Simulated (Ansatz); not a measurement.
# How methods differ on MoCl2O2 (SMILES O=[Mo](=O)(Cl)Cl)

The species is MoCl2O2 (5 atoms), meant as a singlet with charge 0. SMILES: `O=[Mo](=O)(Cl)Cl`. The shape was relaxed beforehand at r2SCAN/def2-SVP.

```xyz
5

O     0.1630   -0.1967    1.7206
Mo    0.0659   -0.0597    0.0538
O     1.2348   -1.0819   -0.5749
Cl   -1.9787   -0.7328   -0.6413
Cl    0.5150    2.0711   -0.5582
```

Each level gives the dissociation energy of the Mo2–O1 bond into singlet MoCl2O and triplet O (shapes relaxed at r2SCAN/def2-SVP, no zero-point term) (eV). The values are calculated.

```tsv
level	kind	program	value (eV)
SVWN5/def2-SVP (core potential)	LDA	Ansatz	8.79
PBE/def2-SVP (core potential)	GGA	Ansatz	7.69
B3LYP/def2-SVP (core potential)	global hybrid	Ansatz	6.69
PBE0-D4/def2-SVP (core potential)	global hybrid	Ansatz	6.75
CAM-B3LYP/def2-SVP (core potential)	range-separated hybrid	Ansatz	6.53
wB97M-V/def2-SVP (core potential)	range-separated hybrid	Ansatz	6.44
B2PLYP/def2-SVP (core potential)	double hybrid	Ansatz	7.04
MP2/def2-SVP (core potential)	perturbation theory	Ansatz	8.07
```

Spin-orbit coupling, which can split open shells on such heavy atoms by tenths of an eV, is left out. The values span 6.44 to 8.79 eV. A fragment with an even electron count was run as a singlet and may have a lower triplet. Measured bond enthalpies also hold zero-point and thermal terms, a few tenths of an eV less.

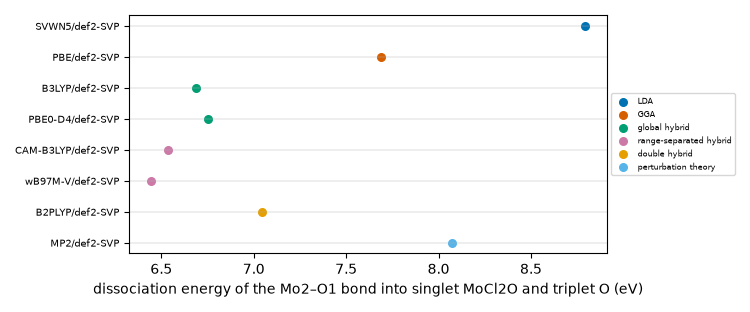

The values of the table, level by level.
